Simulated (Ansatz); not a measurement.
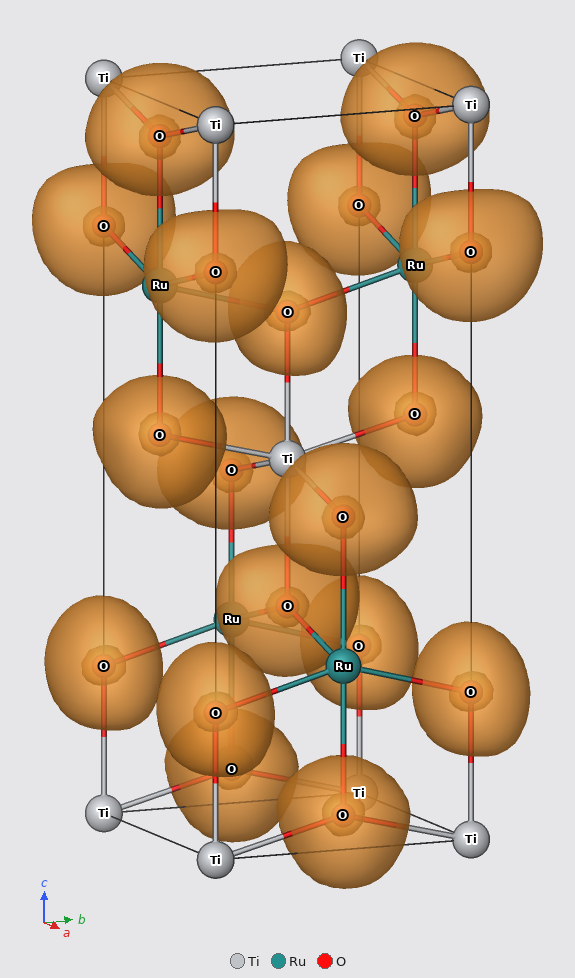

The picture shows: TiRuO4. Isosurface of the ELF at 0.6 (orange), seen slightly off an axis. Only the valence region is drawn (cores and ρ < 0.01 e/Å³ removed). Sticks mark near contacts.

Space group I-4m2; a structure generated by program, which may or may not match a known phase; computed without spin polarisation.

The calculation used DFT PBE, scalar-relativistic, plane waves, PAW (Ansatz 0.2.0).

Core electrons are frozen (PAW), and the valence fields are smoothed inside the atomic spheres.

```
Ti Ru O
1.0
     3.77991    0.00000    0.00000
     0.00000    3.77991    0.00000
     0.00000    0.00000   10.13210
Ti Ru O
2 2 8
Direct
  0.00000 0.00000 0.00000
  0.50000 0.50000 0.50000
  0.00000 0.50000 0.25000
  0.50000 0.00000 0.75000
  0.00000 0.50000 0.45327
  0.50000 0.00000 0.95327
  0.00000 0.00000 0.20041
  0.50000 0.50000 0.70041
  0.00000 0.50000 0.04673
  0.50000 0.00000 0.54673
  0.00000 0.00000 0.79959
  0.50000 0.50000 0.29959
```

### Describe the localisation domains.

At this value the surface marks out eight regions wrapped around O (the valence shell of each), counted in one cell of 12 atoms. Any copies at cell faces, edges or corners count once.

Values along the shortest contacts:
Ti–O (1.95 Å): the ELF peaks at about 0.85 in the valence shell of O, 0.6 Å from its nucleus, and is about 0.20 at the midpoint (no localised pair shows between them). Ru–O (1.96 Å): the ELF peaks at about 0.80 in the valence shell of O, 0.6 Å from its nucleus, and drops to about 0.20 between the two atoms: no shared electron pair shows on this line.
